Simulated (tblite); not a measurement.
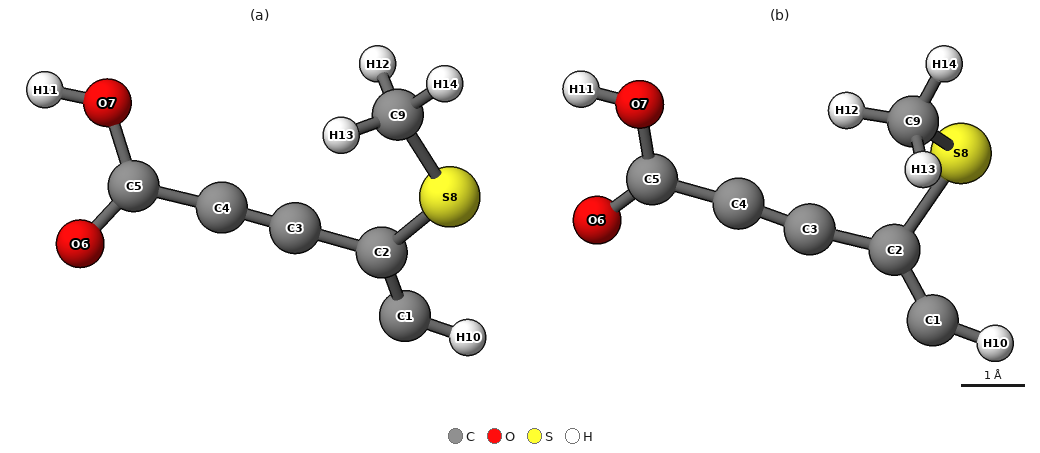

The structure of C6H5O2S (multiplicity 2) before (left) and after (right) a relaxation, at one scale.

Style: ball-and-stick. Shown from a free direction.

All numbers below come from GFN2-xTB geometry optimisation, gas phase in tblite 0.8.0. 

### Summarise the run.

H12 moves most after the best rigid fit: 1.18 Å. By element the largest moves are H 1.18 Å, S 1.07 Å, O 0.81 Å, C 0.64 Å. Some distances before and after: C2–S8 1.774 → 1.901 Å, C5–O7 1.398 → 1.343 Å, C5–O6 1.254 → 1.202 Å, O7–H11 1.021 → 0.970 Å. Bond angles that change, for instance: C2–C1–H10 121.8° → 138.5°, C2–S8–C9 113.1° → 98.5°, C1–C2–C3 118.1° → 131.6°. Groups turn about C2–S8 by about 60°. Over 176 geometry steps the energy falls by 19.3 kcal/mol.
